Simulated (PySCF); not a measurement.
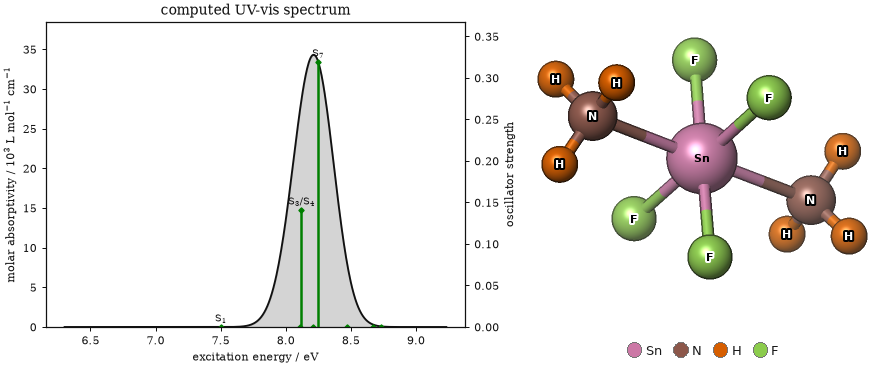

Computed absorption of SnN₂H₆F₄, singlet. Vertical TDDFT excitations, ωB97X-D/def2-SVPD in PySCF 2.14.0, at a PBE0-D3(BJ)/def2-SVP geometry (no frequency check), gas phase. Only the first 10 singlet excitations are included; each is broadened by a Gaussian of 1/e half-width 0.20 eV. Sticks give oscillator strengths (right axis). States within 0.01 eV of each other are merged, with their strengths summed. The highest state may be half of a pair whose partner wasn't computed.

### Where is the maximum of the broadened curve, and how high is it?

At about 8.2 eV (151 nm), with ε near 34000 L mol⁻¹ cm⁻¹.

### Which of the computed transitions is the brightest, and what character does the calculation give it?

S7 at 8.25 eV (150 nm), f = 0.319, mainly HOMO−4 → LUMO (84 %) (S5/S6 lies within 0.06 eV, too close to order).

Known limits of this run: effective core potentials, which hold scalar relativity, on atoms heavier than Kr; spin-orbit coupling is left out, and with Sn it can shift these levels and split any degenerate set; core orbitals are frozen in the response.
